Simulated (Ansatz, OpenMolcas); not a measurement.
**C2H7BO (SMILES CCBO): methods side by side**

C2H7BO has 11 atoms, charge 0, and is taken as a singlet. As SMILES, `CCBO`. Geometry: relaxed at PBE0-D4/def2-TZVP. This is one conformer, not always the lowest.

```jsonl
{"atom": "C", "x (Å)": "-0.5562", "y (Å)": "1.3140", "z (Å)": "0.1941"}
{"atom": "C", "x (Å)": "-0.1481", "y (Å)": "-0.1264", "z (Å)": "0.4987"}
{"atom": "B", "x (Å)": "0.8442", "y (Å)": "-0.7497", "z (Å)": "-0.5450"}
{"atom": "O", "x (Å)": "0.7752", "y (Å)": "-2.0346", "z (Å)": "-0.9682"}
{"atom": "H", "x (Å)": "-1.1236", "y (Å)": "1.3786", "z (Å)": "-0.7379"}
{"atom": "H", "x (Å)": "-1.1781", "y (Å)": "1.7372", "z (Å)": "0.9863"}
{"atom": "H", "x (Å)": "0.3223", "y (Å)": "1.9540", "z (Å)": "0.0824"}
{"atom": "H", "x (Å)": "-1.0373", "y (Å)": "-0.7547", "z (Å)": "0.6403"}
{"atom": "H", "x (Å)": "0.3803", "y (Å)": "-0.1477", "z (Å)": "1.4643"}
{"atom": "H", "x (Å)": "1.7483", "y (Å)": "-0.1083", "z (Å)": "-1.0100"}
{"atom": "H", "x (Å)": "0.0385", "y (Å)": "-2.5195", "z (Å)": "-0.5844"}
```

Each level gives the energy change with the C1–H7 bond stretched from 1.093 to 1.420 Å (eV). The values are calculated.

```tsv
level	kind	program	value (eV)	CPU time (all runs)
HF/def2-SVP (unrestricted)	Hartree–Fock	OpenMolcas	1.11	13 s
BLYP/def2-SVP (restricted)	GGA	Ansatz	0.85	14 s
revPBE/def2-SVP (restricted)	GGA	Ansatz	0.87	13 s
M06-2X/def2-SVP (restricted)	hybrid meta-GGA	OpenMolcas	0.99	1.7 min
wB97X/def2-SVP (restricted)	range-separated hybrid	Ansatz	0.99	53 s
PBE-QIDH/def2-SVP (restricted)	double hybrid	Ansatz	1.05	21 s
RPA@PBE/def2-SVP (restricted)	RPA	Ansatz	0.92	26 s
BCCD(T)/def2-SVP (restricted)	coupled cluster or CI	Ansatz	0.96	74 s
```

The first shape isn't each level's own minimum. The values span 0.85 to 1.11 eV. CPU times are rough (shared hosts, several kinds of processor and program).

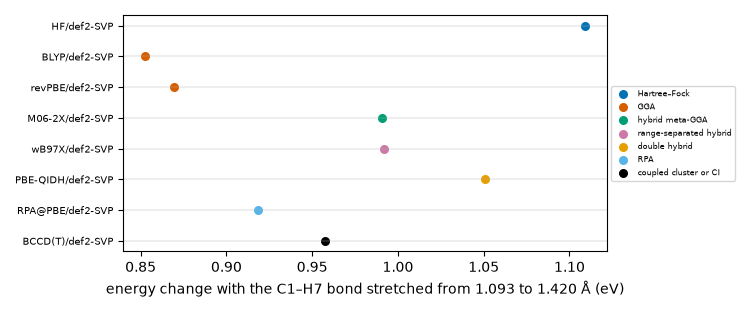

The values of the table, level by level.
